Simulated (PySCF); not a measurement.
**C5H13NSi (SMILES CN1CCC[SiH2]C1): density, localisation and related maps**

Input

```
{"job": {"kind": "nmr", "xc": "PBE", "basis": "pcSseg-1", "pop": false}, "charge": 0, "multiplicity": 1}
C     -2.300257    -0.358477     0.272109
N     -1.009729    -0.119841    -0.292112
C     -0.087782    -1.167984    -0.596700
C      1.116471    -1.207905     0.358612
C      2.002762     0.023085     0.186115
Si     0.981289     1.617637     0.372482
C     -0.607871     1.226575    -0.615120
H     -3.107721    -0.060010    -0.414152
H     -2.437682     0.194698     1.210985
H     -2.415788    -1.418887     0.489119
H     -0.613791    -2.125363    -0.554761
H      0.290206    -1.038566    -1.624118
H      0.746074    -1.255033     1.385026
H      1.692255    -2.117526     0.166167
H      2.460384    -0.011179    -0.805303
H      2.821267    -0.011455     0.906780
H      0.635400     1.831725     1.782985
H      1.704741     2.774708    -0.165463
H     -1.423204     1.903028    -0.361794
H     -0.447025     1.320769    -1.700857
```

Command:

```sh
OMP_NUM_THREADS=1 python ens_run.py task.json out
```

Geometry: GFN2-xTB.

Level of theory: PBE/pcSseg-1, SCF density, gas phase, non-relativistic in PySCF.

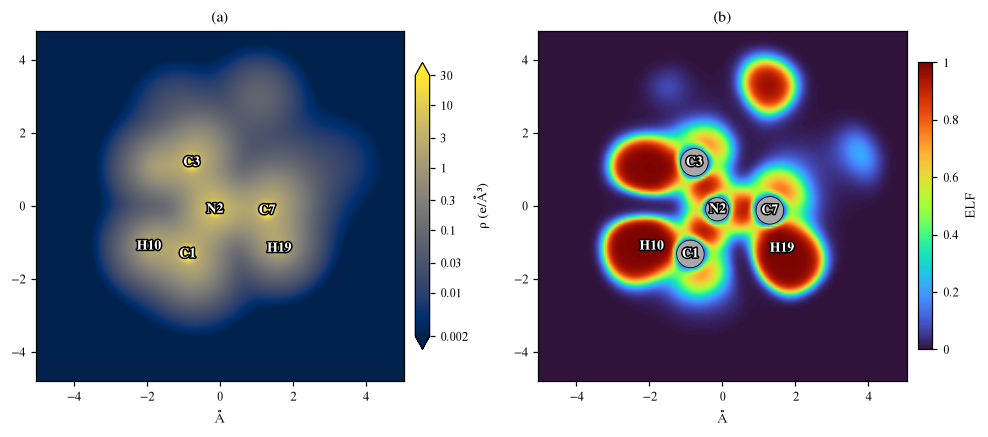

Figure 1. (a) total electron density; (b) electron localisation function on the plane of atoms C1, N2 and C7. Grey discs cover the atomic cores in the ELF map.

**Describe what can be read from this map.**

Atoms in the plane: C, N and H. C–N (1.43 Å): ρ at the midpoint is about 1.9 e/Å³; the ELF peaks at about 0.90 between the atoms, as expected for a shared electron pair. C–H (1.09 Å): ρ at the midpoint is about 2 e/Å³; the ELF climbs to about 1 towards the hydrogen, as it does in any bond to H (a covalent bond by its length).

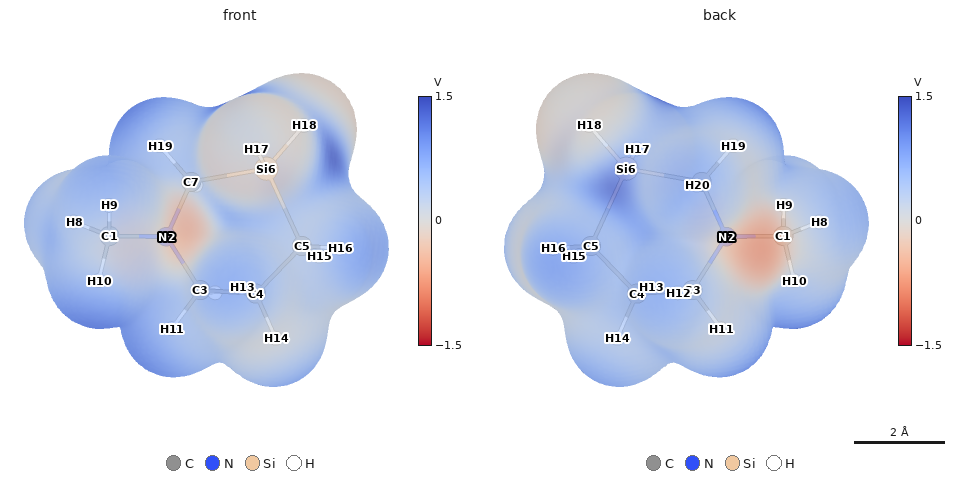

Figure 2. The electrostatic potential painted on the density surface at 0.004 e/bohr³, seen from the front and from behind; the colour scale runs from red (negative) to blue (positive).

**Which sites attract a positive test charge, and which a negative one?**

A positive charge is drawn to the negative regions and a negative charge to the positive ones. The most negative region (about −0.7 V) lies over N2, the most positive (about +1.2 V) over Si6.

**How polar is the molecule by this calculation?**

Its dipole moment is 0.84 D.
